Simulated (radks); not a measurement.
System: the magnesium ion Mg³⁺, configuration [He] 2s2 2p5 (high spin). Level of theory: non-relativistic Kohn-Sham, LDA (Slater exchange, Perdew-Wang correlation), spin-polarised, spherical densities, point nucleus. Computed with the in-house radial solver radks.

Wanted: the number of electrons inside radius r (solid) and the radial density 4πr²ρ (dashed).

The count levels off at 9 electrons. Half of them lie within 0.498 bohr, 90 % within 1.01 bohr and 99 % within 1.57 bohr. The radial density has a minimum at 0.245 bohr, where the count stands at 2.2; this parts the shells that the density resolves.

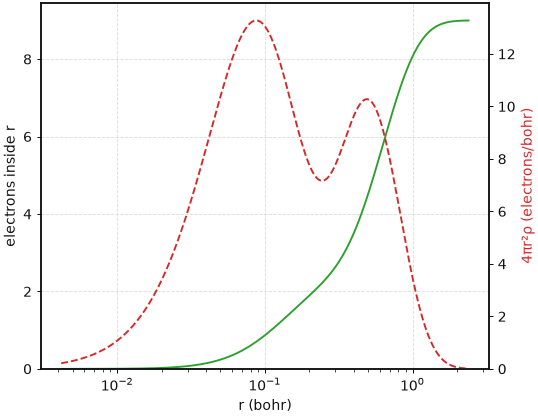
